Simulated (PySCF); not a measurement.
Input file:

```
{"job": {"kind": "nmr", "xc": "PBE0", "basis": "pcSseg-2"}, "charge": 0, "multiplicity": 1}
Si     1.184141    -0.766545     0.085606
N     -0.385602    -0.154330     0.477478
C     -1.042496     0.912225    -0.237522
H      1.298191    -1.486848    -1.230144
H      2.147847     0.376587     0.031379
H      1.566109    -1.728333     1.163232
H     -1.021516    -0.782769     0.955217
H     -1.734427     1.467553     0.417921
H     -0.294671     1.639359    -0.593536
H     -1.617584     0.580285    -1.124620
```

Launched as:

```sh
OMP_NUM_THREADS=1 python cluster_run.py task.json out
```

Geometry: PBE0-D3(BJ)/def2-SVP.

These are results of PySCF, PBE0/pcSseg-2, SCF density, gas phase, non-relativistic, not measurements.

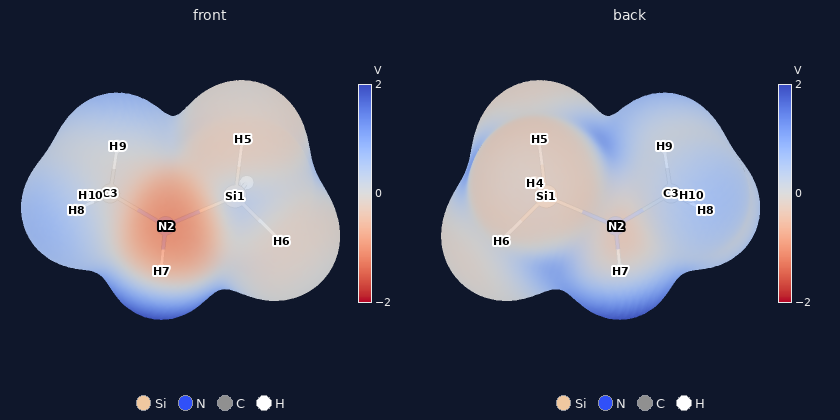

CH$_{7}$NSi (SMILES CN[SiH3]). The molecular electrostatic potential painted on the density surface at 0.002 e/bohr³, seen from the front and from behind; red is negative and blue positive.

### Which sites attract a positive test charge, and which a negative one?

A positive charge is drawn to the negative regions and a negative charge to the positive ones. The most negative region (about −1.0 V, or −23 kcal/mol for a unit charge) lies over N2, the most positive (about +1.8 V, or +42 kcal/mol for a unit charge) over H7. N2 is the likeliest acceptor of a hydrogen bond.

### What dipole moment does the calculation give?

Its dipole moment is 1.18 D.
